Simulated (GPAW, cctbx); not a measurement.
# How far are the atoms of Li5TaS4 from free atoms?

Question: by how much does bonding change the X-ray structure factors of Li5TaS4, how firmly does DFT give the change, and what does a routine refinement make of it?

The start was made by putting kin elements into a known structure type; the compound need not exist, or be stable, in this form. All numbers below are calculated.

**1. Find the equilibrium geometry**

The density hangs on the geometry, so cell and atoms are relaxed first, with the symmetry held. The cutoff is set higher than for the density because stress converges slowly with plane waves.

Settings: GPAW 26.7.0, PBE, 670 eV, 4×4×4 k-points, Fermi–Dirac width 0.05 eV, BFGS to 0.03 eV/Å.

```text
cell
1.0
     3.888000000    0.000000000    0.000000000
     0.000000000    6.993000000    0.000000000
    -1.944000000   -3.496500000    6.560000000
Ta S Li
1 4 5
Direct
0.500000000 0.000000000 0.000000000
0.000000000 0.266300000 0.000000000
0.285300000 0.785300000 0.570600000
0.714700000 0.214700000 0.429400000
0.000000000 0.733700000 0.000000000
0.500000000 0.500000000 0.000000000
0.821600000 0.599300000 0.643200000
0.821600000 0.043900000 0.643200000
0.178400000 0.956100000 0.356800000
0.178400000 0.400700000 0.356800000
```

```console
$ OMP_NUM_THREADS=1 mpirun -n 4 gpaw python run.py > gpaw.log
```

```text
BFGS:    0      -46.015354        1.367682
BFGS:    1      -46.132305        1.173764
BFGS:    2      -46.554034        0.553819
BFGS:    3      -46.566533        0.471346
...
BFGS:   22      -46.722224        0.044091
BFGS:   23      -46.722939        0.032877
BFGS:   24      -46.723266        0.014719
cell  3.6612 6.8969 7.6882  116.65 103.77 90.00
volume 167.240 A^3, largest force 0.013 eV/A, largest stress 0.10 GPa
```

After 24 steps the volume has changed by -6.2 % and the energy by -0.708 eV; the largest stress left is 0.10 GPa. It took 15 min on 4 cores of Arm Neoverse V1 (shared host), peak memory 1.8 GiB.

Relaxed structure: Immm (no. 71), a = 3.6612 Å, b = 6.8969 Å, c = 13.2462 Å, α = 90.00°, β = 90.00°, γ = 90.00°.

```
atom  mult.    x       y       z
 Ta1      2  1/2       0       0
  S1      4    0  0.2553       0
  S2      4    0     1/2  0.2998
 Li1      2  1/2     1/2       0
 Li2      8  1/2  0.2836  0.3245
```

**2. Density and charge transfer**

X-rays see the whole electron density, so the PAW density is rebuilt with its core regions. Subtracting spherical free atoms from the same code cancels the cores and leaves the deformation density Δρ, the part due to bonding.

Settings: PBE, 550 eV, 5×5×5 k-points, Fermi–Dirac width 0.05 eV; primitive cell of 10 atoms.

```console
$ OMP_NUM_THREADS=1 mpirun -n 4 gpaw python run.py > gpaw.log
```

```text
|iter:   1|       0s |  -48.272654 | +0.08 |       |
|iter:   2|       3s |  -47.797588 | -1.52 | -1.00 |
|iter:   3|       7s |  -46.637118 | -0.91 | -1.05 |
...
|iter:   8|      25s |  -46.668029c| -5.84 | -3.36 |
|iter:   9|      29s |  -46.668044c| -6.75 | -3.84 |
|iter:  10|      33s |  -46.668040c| -7.81c| -4.27c|
```

```text
gpts.py:43: UserWarning: Initial realspace grid (20,40,42) inconsistent with symmetries.
gpts.py:43: UserWarning: Initial realspace grid (20,40,42) inconsistent with symmetries.
gpts.py:43: UserWarning: Initial realspace grid (20,40,42) inconsistent with symmetries.
gpts.py:43: UserWarning: Initial realspace grid (20,40,42) inconsistent with symmetries.
gpts.py:70: UserWarning: Using symmetrized grid: (42,42,42).
gpts.py:70: UserWarning: Using symmetrized grid: (42,42,42).
gpts.py:70: UserWarning: Using symmetrized grid: (42,42,42).
gpts.py:70: UserWarning: Using symmetrized grid: (42,42,42).
grid (84, 84, 84)  electrons 152.000  moved by bonding 1.628 e
deformation density beyond 0.5 A of the nuclei: max 0.094, min -0.097 e/A^3
atom        x       y       z   Voronoi charge  moment
Ta1    0.5000  0.0000  0.0000      0.388       0.00
S 2    0.0000  0.2553  0.0000     -0.290       0.00
S 3    0.2998  0.7998  0.5995     -0.299       0.00
S 4    0.7002  0.2002  0.4005     -0.299       0.00
S 5    0.0000  0.7447  0.0000     -0.290       0.00
Li6    0.5000  0.5000  0.0000      0.281       0.00
Li7    0.8245  0.6080  0.6489      0.127       0.00
Li8    0.8245  0.0409  0.6489      0.127       0.00
Li9    0.1755  0.9591  0.3511      0.127       0.00
Li10   0.1755  0.3920  0.3511      0.127       0.00
mean inner potential of superposed free atoms 14.380 V
total magnetic moment 0.000 muB
```

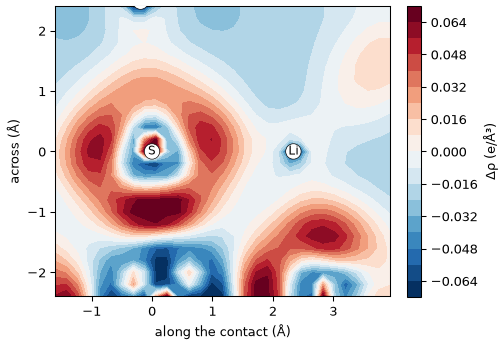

Deformation density in a plane through the shortest contact of the S atom at the origin; red gains electrons, blue loses them.

S gains most (-0.29 e) and Ta loses most (+0.39 e), in averages over each element's sites; S is the most electronegative element, but the order of the others doesn't follow electronegativity. Such charges fall far short of formal ones, since overlapping free atoms already put density on their neighbours. Along the shortest contact from the S atom at the map's origin, S–Li at 2.34 Å, Δρ is +0.05 e/Å³ at the midpoint and highest, +0.05, 0.95 Å from S (points within 0.5 Å of a nucleus left out): little piles up between the atoms. At the midpoints of other shortest contacts it is +0.05 (Ta–S, 2.54 Å), -0.01 (Li–Li, 2.73 Å), -0.01 (Ta–Li, 3.31 Å) and 0.00 (S–S, 3.38 Å) e/Å³. Point values carry grid noise of about 0.01 e/Å³. The run needed 10 iterations, 49 s.

**3. From the density to structure factors**

The Fourier components of Δρ, added to those of the free atoms, give the static X-ray structure factors; the Mott–Bethe relation turns them into the Fourier components V of the potential that fast electrons feel.

```text
static structure factors of the conventional cell: F in electrons, V (Mott-Bethe) in volts
   h  k  l      d  |F| table  |F| free   |F| DFT   change   |V| free  |V| DFT  change %
   0  0  2  6.6231   145.345   145.307   145.019   -0.288     2.744    2.917      6.3
   0  1  1  6.1174   153.187   153.136   153.537    0.400     3.423    3.218     -6.0
   0  1  3  3.7186    81.501    81.447    79.919   -1.528     0.027    0.262    860.4
   1  0  1  3.5289    92.907    92.844    91.889   -0.955     0.686    0.849     23.8
   0  2  0  3.4484   121.039   121.015   120.288   -0.728     1.504    1.623      7.9
   0  0  4  3.3115   195.569   195.591   196.862    1.271     5.026    4.835     -3.8
   1  1  0  3.2338   174.226   174.246   175.023    0.776     3.851    3.739     -2.9
   0  2  2  3.0587    52.197    52.009    50.697   -1.312     0.354    0.186    -47.4
   1  1  2  2.9059    88.396    88.277    87.768   -0.509     0.573    0.632     10.3
   1  0  3  2.8183    59.468    59.220    58.581   -0.639     0.091    0.161     76.1
   0  1  5  2.4731   164.343   164.289   164.540    0.251     3.451    3.430     -0.6
   1  2  1  2.4664   189.732   189.673   189.882    0.209     4.647    4.629     -0.4
   0  2  4  2.3886    99.476    99.241    98.936   -0.305     1.214    1.238      2.0
   1  1  4  2.3136   133.401   133.268   133.166   -0.102     2.237    2.245      0.3
```

The largest X-ray change is -1.53 e on 013, 1.9 % of |F|. For electrons V goes as (Z − F)/g², so a change of F counts against Z − F, which is small at low angle and wherever the atoms' terms cancel: |V| of 022 moves by -47.4 % (0.35 to 0.19 V) against -2.5 % in |F|. The tabulated Hartree–Fock atoms differ from the free DFT atoms by up to 0.25 e, so the choice of reference atom matters too.

**4. Convergence**

Cutoff and k-mesh: one is changed at a time, to find what the result needs.

| run | ΔF 013 (e) | ΔF 022 (e) | ΔF 004 (e) | q(S) (e) | moved (e) | time |
| --- | --- | --- | --- | --- | --- | --- |
| 550 eV 5×5×5 | -1.528 | -1.312 | +1.271 | -0.294 | 1.628 | 49 s |
| 250 eV 5×5×5 | -1.533 | -1.314 | +1.257 | -0.294 | 1.592 | 19 s |
| 350 eV 5×5×5 | -1.527 | -1.310 | +1.269 | -0.293 | 1.604 | 30 s |
| 750 eV 5×5×5 | -1.528 | -1.312 | +1.267 | -0.294 | 1.616 | 79 s |
| 550 eV 2×1×2 | -1.545 | -1.458 | +1.576 | -0.315 | 1.768 | 14 s |
| 550 eV 4×2×4 | -1.522 | -1.297 | +1.251 | -0.295 | 1.625 | 29 s |

Within 0.03 e of the base on all three: 250 eV 5×5×5, 550 eV 4×2×4, 350 eV 5×5×5 and 750 eV 5×5×5; the cheapest takes 0.39 of the base's time. The largest error, 0.305 e, comes with 550 eV 2×1×2. Times are from shared hosts.

**5. What a spherical-atom refinement makes of it**

Routine crystallography fits spherical atoms. To see the bias, intensities are simulated from tabulated atoms plus the DFT change ΔF, so that bonding alone can misfit (5632 reflections of the full sphere, merged to the counts below, to 0.5 Å, 0.5 % proportional noise plus counting noise, assumed isotropic U as listed, Δρ smeared by the mean U) and refined with cctbx over different ranges.

| range | data | R1 | GooF | U Ta1 (true 0.0066) | U S1 (true 0.0115) | U S2 (true 0.0115) | U Li1 (true 0.0163) | largest shift (Å) | Δρ max, min (e/Å³) |
| --- | --- | --- | --- | --- | --- | --- | --- | --- | --- |
| all data | 838 | 0.0029 | 1.14 | 0.0066 | 0.0115 | 0.0115 | 0.0166 | 0.0009 | 0.19, -0.20 |
| low resolution, d > 0.84 | 194 | 0.0026 | 1.63 | 0.0066 | 0.0116 | 0.0115 | 0.0164 | 0.0009 | 0.11, -0.10 |
| high order, d < 0.75 | 569 | 0.0033 | 0.95 | 0.0066 | 0.0115 | 0.0115 | 0.0168 | 0.0014 | 0.16, -0.13 |
| occupancies free, d > 0.7 | 323 | 0.0026 | 1.41 | 0.0066 | 0.0115 | 0.0116 | 0.0153 | 0.0006 | 0.12, -0.11 |

With all data GooF is 1.14, diluted by the many high-angle data; the misfit shows at low resolution; the top residual peak lies 0.95 Å from S and 1.70 Å from Ta. No U is off by more than 3 s.u. at low resolution. With Ta1 held at 1 and the scale free, the other occupancies refine to S1 1.000(0.002), S2 1.001(0.002), Li1 0.978(0.017) and Li2 1.003(0.009), within three s.u. of full.

**6. Answer**

Bonding moves 1.63 e in the primitive cell of Li5TaS4 and changes the structure factors of the conventional cell in the table above by at most 1.53 e (013, 1.9 %), and among reflections above 2 % of the strongest by up to 2.5 % (022). The shortest bond, S–Li, has Δρ = +0.05 e/Å³ at its midpoint. Within 0.03 e of the base on all three: 250 eV 5×5×5, 550 eV 4×2×4, 350 eV 5×5×5 and 750 eV 5×5×5; the cheapest takes 0.39 of the base's time. The largest error, 0.305 e, comes with 550 eV 2×1×2. With all data GooF is 1.14, diluted by the many high-angle data. Limits: static density, frozen cores, no spin–orbit coupling.

[Outputs are excerpts: Python notices, other lines and further rows are left out; steps that failed or that the build refused (PBEsol, TPSS) are not shown.]

[Logs are printed without paths, hosts, clocks, repeated set-up lines and the standing remarks that a program may print on its own settings, such as how far it seeks lower states.]
